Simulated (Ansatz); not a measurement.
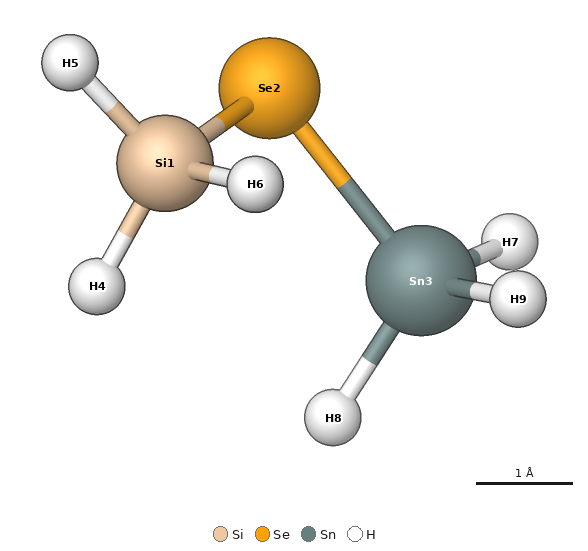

**Figure 1.** The structure as given in the input (ball-and-stick view, seen at a tilt; atoms are numbered from 1 in the order of the input). Sticks mark near contacts. Bond lengths as drawn: H–Si 1.49 Å, H–Sn 1.72 Å, Se–Si 2.30 Å and Se–Sn 2.58 Å.

# Run report: SnSiH₆Se, nudged elastic band

The run: nudged elastic band of SnSiH₆Se, SMILES [SiH3][Se][SnH3]. Method and program: RKS B3LYP/def2-SVP (Ansatz 0.2.0).

It belongs to a series of runs on one base structure; here: band between the two ends. Figures and captions count atoms from 1; the log counts them from 0 in places.

### Output
```
Engine: ansatz 0.2.0, x86_64-unknown-linux-gnu
Functional definition: B3LYP
  parameter a0 = 0.2
  parameter ax = 0.72
  parameter ac = 0.81
  exchange = (1 - a0 - ax)*slater_x + ax*b88_x + a0*exact_x
  correlation = (1 - ac)*vwn_rpa_c + ac*lyp_c
1202 factors; integrals over basis functions are off by at most 3.3e-4 eV
mean field evaluation 1: about -79149.4308 eV, gradient 1.4e1 eV
mean field evaluation 2: about -79149.7830 eV, gradient 9.6e0 eV
mean field evaluation 4: about -79150.0683 eV, gradient 5.8e-1 eV
mean field evaluation 8: about -79150.0745 eV, gradient 1.3e-2 eV
mean field -79150.07454148 eV, -2908.7115895519 hartree, gradient 3.9e-5 eV, S^2 0.000000; 0 other end points of the search recorded, 0 dependent functions left out
the calculation of the forces begins
reference -79150.07483213 eV, -2908.7116002333 hartree; 38, 38 occupied and 68, 68 virtual orbitals, 1202 factors
1202 factors; integrals over basis functions are off by at most 3.8e-4 eV
mean field evaluation 16: about -79150.0218 eV, gradient 4.1e0 eV
mean field -79150.07450797 eV, -2908.7115883204 hartree, gradient 3.9e-5 eV, S^2 0.000000; 0 other end points of the search recorded, 0 dependent functions left out
[... from here on the field's lines of each further geometry are left out, up to the last ...]
NEB iter   1: max|band force component| = 1.224e0 eV/Å  barrier→ = 0.2032 eV  barrier← = 0.2032 eV  Δτ_max = 0.2000 Å  (190 SCF iters)
NEB iter   2: max|band force component| = 5.013e-1 eV/Å  barrier→ = 0.0585 eV  barrier← = 0.0585 eV  Δτ_max = 0.1228 Å  (168 SCF iters)
NEB iter   3: max|band force component| = 1.917e-1 eV/Å  barrier→ = 0.0294 eV  barrier← = 0.0294 eV  Δτ_max = 0.0791 Å  (146 SCF iters)
NEB iter   4: max|band force component| = 1.764e-1 eV/Å  barrier→ = 0.0195 eV  barrier← = 0.0195 eV  Δτ_max = 0.0305 Å  (150 SCF iters)
NEB iter   5: max|band force component| = 1.145e-1 eV/Å  barrier→ = 0.0159 eV  barrier← = 0.0159 eV  Δτ_max = 0.1147 Å  (138 SCF iters)
the calculation of the forces begins
reference -79150.07276587 eV, -2908.7115242996 hartree; 38, 38 occupied and 68, 68 virtual orbitals, 1202 factors
1202 factors; integrals over basis functions are off by at most 3.7e-4 eV
mean field -79150.06335523 eV, -2908.7111784649 hartree, gradient 5.0e-5 eV, S^2 0.000000; 1 other end points of the search recorded, 0 dependent functions left out
the calculation of the forces begins
reference -79150.06364844 eV, -2908.7111892402 hartree; 38, 38 occupied and 68, 68 virtual orbitals, 1202 factors
NEB iter   6: max|band force component| = 2.546e-2 eV/Å  barrier→ = 0.0112 eV  barrier← = 0.0112 eV  Δτ_max = 0.0000 Å  (285 SCF iters)
```

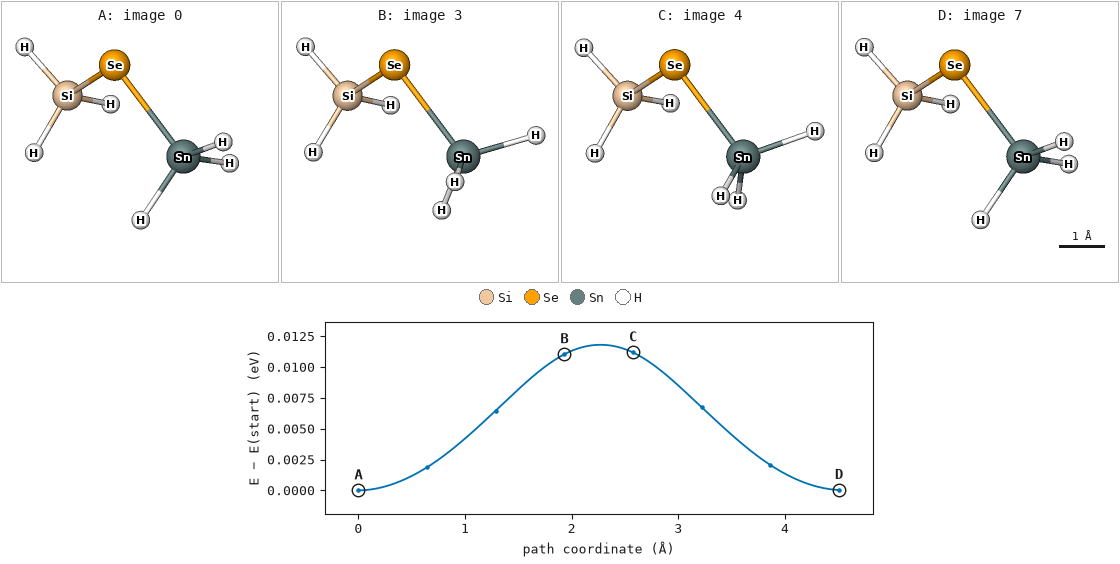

**Figure 2.** Images of the last band (counted from 0; ball-and-stick, seen at a tilt) above the energy along the path; the line is a cubic interpolation that uses the forces. The highest image is number 4, 0.011 eV above the start and 0.011 eV above the end; start and end have the same energy. The path is 4.51 Å long. The band converged in 6 iterations.

```
Total energy: -79150.06364844 eV, -2908.7111892402 hartree
Atom 0 at    -0.545569     1.558505    -0.777130 Å, force     0.001483    -0.015923     0.011286 eV/Å
Atom 1 at     0.898716    -0.124457    -1.394259 Å, force    -0.013965     0.017488     0.002560 eV/Å
Atom 2 at     0.622748    -1.594378     0.709377 Å, force    -0.001209    -0.001860     0.006531 eV/Å
Atom 3 at    -1.940289     1.059076    -0.605309 Å, force     0.001656    -0.002818    -0.003758 eV/Å
Atom 4 at    -0.506497     2.551125    -1.886342 Å, force     0.005413     0.001219    -0.010711 eV/Å
Atom 5 at    -0.126411     2.218177     0.493240 Å, force     0.008041    -0.000849    -0.000450 eV/Å
Atom 6 at     2.090929    -1.575591     1.602136 Å, force     0.001624     0.001774    -0.004023 eV/Å
Atom 7 at     0.257231    -3.190267     0.191128 Å, force     0.004503    -0.001806    -0.004673 eV/Å
Atom 8 at    -0.662357    -0.948491     1.650058 Å, force    -0.007547     0.002774     0.003238 eV/Å
Dipole moment:    -0.093314    -0.087113     0.255483 e Å
this run last wrote the band of iteration 6 to [file]
```

### The last band as extended XYZ (Å, eV, eV/Å)
```
9
Properties=species:S:1:pos:R:3:forces:R:3 image=0 energy=-79150.07454
Si   -0.8641    1.2076   -1.0708   -0.0001   0.0011  -0.0009
Se    1.3189    0.5202   -0.8447   -0.0007   0.0036  -0.0037
Sn    0.9523   -1.2034    1.0367   -0.0014  -0.0045   0.0057
H    -1.7618    0.0805   -1.4574   -0.0013  -0.0024  -0.0023
H    -0.8603    2.2341   -2.1497    0.0013  -0.0003   0.0004
H    -1.3883    1.8100    0.1893    0.0002   0.0022   0.0019
H     2.5100   -1.8472    1.3552    0.0013   0.0002  -0.0006
H    -0.1275   -2.4287    0.4989    0.0002  -0.0002  -0.0004
H     0.3094   -0.4193    2.4254    0.0003   0.0002  -0.0001
9
Properties=species:S:1:pos:R:3:forces:R:3 image=1 energy=-79150.07266
Si   -0.8038    1.3156   -0.9966    0.0138  -0.0003  -0.0027
Se    1.2871    0.3566   -0.9594   -0.0106   0.0036  -0.0028
Sn    0.8880   -1.3250    0.9544    0.0031   0.0066  -0.0025
H    -1.8762    0.3121   -1.2588    0.0017  -0.0070  -0.0024
H    -0.7712    2.3088   -2.1060   -0.0035  -0.0009   0.0026
H    -1.1168    2.0090    0.2862   -0.0002  -0.0006   0.0033
H     2.4558   -1.8174    1.4462    0.0028  -0.0049   0.0031
H    -0.0236   -2.6661    0.3838   -0.0056   0.0005  -0.0042
H     0.0493   -0.5399    2.2331   -0.0014   0.0028   0.0056
9
Properties=species:S:1:pos:R:3:forces:R:3 image=2 energy=-79150.06807
Si   -0.7252    1.4040   -0.9179    0.0191  -0.0095   0.0053
Se    1.2238    0.1927   -1.1058   -0.0239   0.0101   0.0037
Sn    0.8124   -1.4239    0.8631   -0.0027   0.0039   0.0035
H    -1.9360    0.5411   -1.0357   -0.0023  -0.0129  -0.0071
H    -0.7051    2.3836   -2.0394    0.0059  -0.0008  -0.0034
H    -0.7977    2.1327    0.3809    0.0018   0.0036   0.0038
H     2.3527   -1.7707    1.5351    0.0081  -0.0003  -0.0032
H     0.0665   -2.8640    0.2940   -0.0050   0.0004  -0.0095
H    -0.2029   -0.6419    2.0086   -0.0009   0.0055   0.0068
9
Properties=species:S:1:pos:R:3:forces:R:3 image=3 energy=-79150.06350
Si   -0.6397    1.4857   -0.8448    0.0047  -0.0137   0.0135
Se    1.0897    0.0234   -1.2571   -0.0155   0.0164   0.0013
Sn    0.7242   -1.5157    0.7824   -0.0031  -0.0033   0.0055
H    -1.9623    0.7967   -0.8212    0.0013  -0.0064  -0.0054
H    -0.6135    2.4681   -1.9635    0.0066   0.0021  -0.0098
H    -0.4639    2.2025    0.4512    0.0043  -0.0003  -0.0016
H     2.2321   -1.6860    1.5862    0.0044  -0.0020  -0.0045
H     0.1588   -3.0445    0.2382    0.0014   0.0019  -0.0042
H    -0.4369   -0.7764    1.8114   -0.0041   0.0052   0.0052
9
Properties=species:S:1:pos:R:3:forces:R:3 image=4 energy=-79150.06336
Si   -0.5456    1.5585   -0.7771    0.0015  -0.0159   0.0113
Se    0.8987   -0.1245   -1.3943   -0.0140   0.0175   0.0026
Sn    0.6227   -1.5944    0.7094   -0.0012  -0.0019   0.0065
H    -1.9403    1.0591   -0.6053    0.0017  -0.0028  -0.0038
H    -0.5065    2.5511   -1.8863    0.0054   0.0012  -0.0107
H    -0.1264    2.2182    0.4932    0.0080  -0.0008  -0.0004
H     2.0909   -1.5756    1.6021    0.0016   0.0018  -0.0040
H     0.2572   -3.1903    0.1911    0.0045  -0.0018  -0.0047
H    -0.6624   -0.9485    1.6501   -0.0075   0.0028   0.0032
9
Properties=species:S:1:pos:R:3:forces:R:3 image=5 energy=-79150.06779
Si   -0.4408    1.6242   -0.7137    0.0045  -0.0204  -0.0051
Se    0.6784   -0.2291   -1.4968   -0.0114   0.0197   0.0123
Sn    0.5058   -1.6616    0.6427   -0.0049   0.0016   0.0021
H    -1.8594    1.3104   -0.3785   -0.0050  -0.0018  -0.0012
H    -0.3980    2.6219   -1.8185    0.0031  -0.0028  -0.0052
H     0.2076    2.2006    0.4995    0.0139  -0.0002   0.0047
H     1.9191   -1.4582    1.5996    0.0055   0.0086  -0.0017
H     0.3602   -3.2915    0.1263    0.0028  -0.0043  -0.0069
H    -0.8843   -1.1629    1.5222   -0.0085  -0.0004   0.0012
9
Properties=species:S:1:pos:R:3:forces:R:3 image=6 energy=-79150.07247
Si   -0.3271    1.6849   -0.6544    0.0024  -0.0085  -0.0103
Se    0.4614   -0.2818   -1.5507   -0.0012   0.0105   0.0034
Sn    0.3757   -1.7220    0.5867   -0.0028   0.0017  -0.0067
H    -1.7218    1.5407   -0.1461   -0.0016  -0.0018   0.0021
H    -0.3013    2.6732   -1.7684   -0.0013   0.0010   0.0042
H     0.5296    2.1745    0.4646    0.0069  -0.0031   0.0012
H     1.7115   -1.3523    1.6036    0.0020   0.0066   0.0014
H     0.4608   -3.3435    0.0335    0.0016  -0.0058   0.0025
H    -1.1004   -1.4200    1.4141   -0.0059  -0.0006   0.0022
9
Properties=species:S:1:pos:R:3:forces:R:3 image=7 energy=-79150.07451
Si   -0.2713    1.7043   -0.6125    0.0007   0.0019  -0.0032
Se    0.3626   -0.2811   -1.5839    0.0013  -0.0074   0.0009
Sn    0.3100   -1.7419    0.5404   -0.0005   0.0010  -0.0003
H    -1.6249    1.6086    0.0074   -0.0007   0.0029   0.0018
H    -0.2965    2.7077   -1.7126   -0.0004   0.0006   0.0010
H     0.6950    2.1389    0.4378   -0.0011   0.0026   0.0014
H     1.4427   -1.1405    1.6859   -0.0005  -0.0008   0.0000
H     0.7436   -3.3137    0.0077    0.0006   0.0001  -0.0016
H    -1.2727   -1.7286    1.2127    0.0009  -0.0009   0.0000
```

The run was set up as follows.

### The input
```yaml
crystal:
  periodic: [false, false, false]
  atoms:
    - { symbol: Si, position_ang: [-0.864124, 1.207588, -1.07082] }
    - { symbol: Se, position_ang: [1.318861, 0.520152, -0.844667] }
    - { symbol: Sn, position_ang: [0.952292, -1.20344, 1.036708] }
    - { symbol: H, position_ang: [-1.761787, 0.08055, -1.457439] }
    - { symbol: H, position_ang: [-0.860329, 2.234082, -2.14967] }
    - { symbol: H, position_ang: [-1.388254, 1.809963, 0.189348] }
    - { symbol: H, position_ang: [2.510027, -1.847197, 1.355164] }
    - { symbol: H, position_ang: [-0.127548, -2.428723, 0.498873] }
    - { symbol: H, position_ang: [0.309363, -0.419276, 2.425403] }
basis:
  gaussian: { orbitals: def2-SVP }
hamiltonian:
  xc: b3lyp
neb:
  order_check: false
  images: 6
  f_tol: 0.03
  max_iterations: 60
  initial_path: idpp
  climbing: false
  final_atoms:
    - { symbol: Si, position_ang: [-0.73378696, 1.3710991, -0.96469385] }
    - { symbol: Se, position_ang: [0.52424177, -0.48070146, -1.48933205] }
    - { symbol: Sn, position_ang: [0.78386552, -1.41508061, 0.89995512] }
    - { symbol: H, position_ang: [-2.03121773, 0.9960766, -0.33089225] }
    - { symbol: H, position_ang: [-0.99226412, 2.06840018, -2.25487804] }
    - { symbol: H, position_ang: [-0.00788729, 2.28793397, -0.03825073] }
    - { symbol: H, position_ang: [1.61242254, -0.27271502, 1.88244889] }
    - { symbol: H, position_ang: [1.70058136, -2.85316561, 0.7157424] }
    - { symbol: H, position_ang: [-0.76745408, -1.74814815, 1.5628005] }
```

Command:
```bash
ansatz run input.yaml --threads 2 --pin off --max-ram 3072MiB --backend cpu --events-out ev --progress --plain --runs-dir out
```

### Summary

- outcome: converged
- barrier, forward: 0.011 eV
- barrier, backward: 0.011 eV
- hardware: 2 threads of Intel Xeon @ 2.90GHz (Ice Lake), 16 GiB of memory available, shared host
- wall time: 2.5 min (CPU time 4.9 min)
- peak memory: 0.29 GiB

### Remarks

The order of the saddle point was not checked.
